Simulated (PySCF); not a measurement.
# Run report: C$_{4}$H$_{3}$FN$_{2}$ (charge −1), EPR calculation

- system: C$_{4}$H$_{3}$FN$_{2}$, charge −1, multiplicity 2
- method: UKS B3LYP, pcH-1 on C F H N, non-relativistic, mean-field spin-orbit, GIAO (PySCF 2.14.0)

It belongs to a series of runs on one base structure; here: electron added.

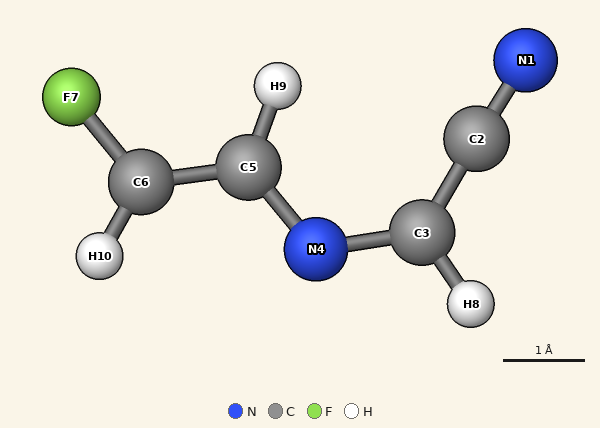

**Figure 1.** The input geometry (ball-and-stick view, seen at a tilt; atoms are numbered from 1 in the order of the input). Bond lengths as drawn: C–C 1.35 to 1.37 Å, C–F 1.38 Å, C–H 1.08 to 1.10 Å and C–N 1.17 to 1.34 Å.

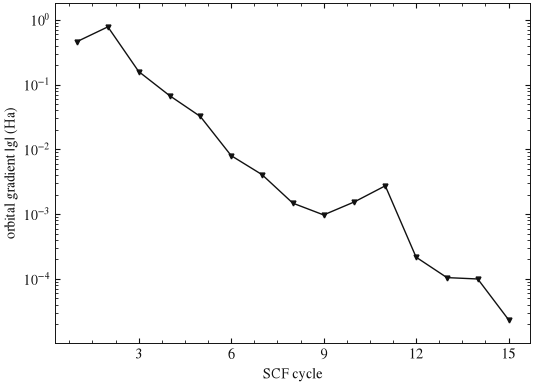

**Figure 2.** Convergence of the self-consistent field: orbital gradient |g| against the SCF cycle. All cycles printed in the log are drawn one after another.

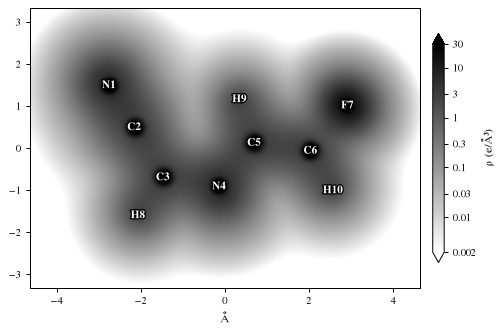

**Figure 3.** Electron density on the molecular plane. C–N (1.17 Å): ρ at the midpoint is about 3.4 e/Å³. C–F (1.38 Å): ρ at the midpoint is about 2 e/Å³, with its minimum of 1.5 e/Å³ about 0.5 Å from C. C–H (1.08 Å): ρ at the midpoint is about 2.1 e/Å³.

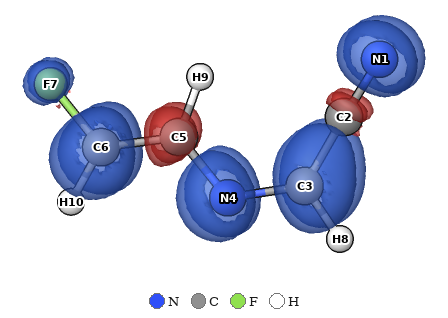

**Figure 4.** Isosurfaces of the spin density (α minus β) at +0.02 (blue) and −0.02 e/Å³ (red), seen face on. The unpaired spin (1 electron) lies mostly on C6 (about 0.2), C3 (about 0.2), N4 (about 0.2) and N1 (about 0.2), in electrons by Hirshfeld's partition.

These pictures come from the run below.

The input
```
{"job": {"kind": "epr", "basis": "pcH-1"}, "charge": -1, "multiplicity": 2}
N      1.465888     2.106873    -1.804199
C      1.450592     1.420265    -0.856779
C      1.471009     0.629318     0.264541
N      0.532519    -0.217151     0.719716
C     -0.609425    -0.372490     0.043553
C     -1.571791    -1.219509     0.478540
F     -2.753762    -1.377166    -0.223743
H      2.369070     0.686645     0.878446
H     -0.803041     0.178891    -0.886138
H     -1.542175    -1.831020     1.363536
```

The first line tells a small driver script what to run in PySCF; the rest is the geometry in Å.

Launch command:
```bash
OMP_NUM_THREADS=1 python <driver script> task.json out
```

Output
```
UKS, coarse grid
  cycle   1  E = -363.46462114  |g| = 4.61e-01
  cycle   2  E = -363.30844043  |g| = 7.78e-01
  cycle   3  E = -363.54772354  |g| = 1.59e-01
  cycle   4  E = -363.55725642  |g| = 6.77e-02
  cycle   5  E = -363.55880475  |g| = 3.22e-02
  cycle   6  E = -363.55930755  |g| = 8.01e-03
  cycle   7  E = -363.55934649  |g| = 4.08e-03
  cycle   8  E = -363.55936436  |g| = 1.48e-03
  cycle   9  E = -363.55936877  |g| = 9.74e-04
UKS, final grid
  cycle   1  E = -363.55932497  |g| = 1.55e-03
  cycle   2  E = -363.55932255  |g| = 2.74e-03
  cycle   3  E = -363.55932634  |g| = 2.17e-04
  cycle   4  E = -363.55932637  |g| = 1.05e-04
  cycle   5  E = -363.55932639  |g| = 1.00e-04
  cycle   6  E = -363.55932640  |g| = 2.35e-05
E = -363.55932640 Eh   <S^2> = 0.7649 (exact 0.7500)
g shifts (ppm)      1          2          3
  rmc          -208       -208       -208
  gc             -7         45         41
  oz_so          -4        997       2394
  total        -219        835       2227
hyperfine (MHz)  atom isotope    a_iso     a_fc   dipolar eigenvalues
    0   14N       6.31       6.31    -11.35     -9.53     20.89
    1   13C     -26.89     -26.89     -5.50     -0.80      6.31
    2   13C      15.01      15.01    -27.43    -25.38     52.81
    3   14N      11.15      11.15    -14.45    -14.01     28.47
    4   13C     -25.73     -25.73    -14.13      4.80      9.33
    5   13C      37.88      37.88    -33.12    -32.95     66.07
    6   19F      51.19      51.19    -93.79    -72.86    166.65
    7    1H     -24.44     -24.44    -12.59     -1.62     14.21
    8    1H       4.53       4.53     -4.70     -0.32      5.02
    9    1H     -27.21     -27.21    -13.84     -0.77     14.61
```

Summary

| quantity | value |
| --- | --- |
| outcome | converged |
| total energy | −363.559326 hartree |
| ⟨S²⟩ | 0.765 |
| isotropic g | 2.0033 |
| hardware | 1 CPU thread, shared host |
| wall time | 32 s |
| peak memory | 0.8 GiB |
